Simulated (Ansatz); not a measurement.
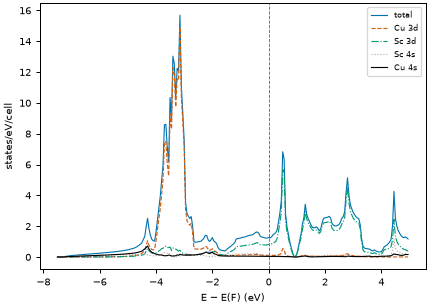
Figure: Total and projected density of states of ScCu (CsCl type, Pm-3m), the program Ansatz at the PBEsol level (PAW)

Question: Which orbitals carry the states next to the Fermi level?

Answer: Within 0.5 eV of the Fermi level: Sc 3d 69 %, Cu 3d 8 %, outside the projected shells 16 %. Projections are on Löwdin-orthogonalised atomic valence shells; empty p or d shells of many metals are not among them.

Question: Where is the tallest occupied peak in this window, and what makes it?

Answer: Near -3.1 eV, about 16 states/eV per cell; the largest projected share is Cu 3d.

The workflow started from a Materials Project entry (that database holds measured and hypothetical structures alike); the Crystallography Open Database files this formula in space group No. 221, but the cells were not matched. Whether it is the stable phase at ambient conditions was not checked. Symmetry was held in the PBEsol relaxation; of distortions, only those at the zone centre were tested. No spin polarisation was allowed.

Potentials: the later of the program's two PAW sets.
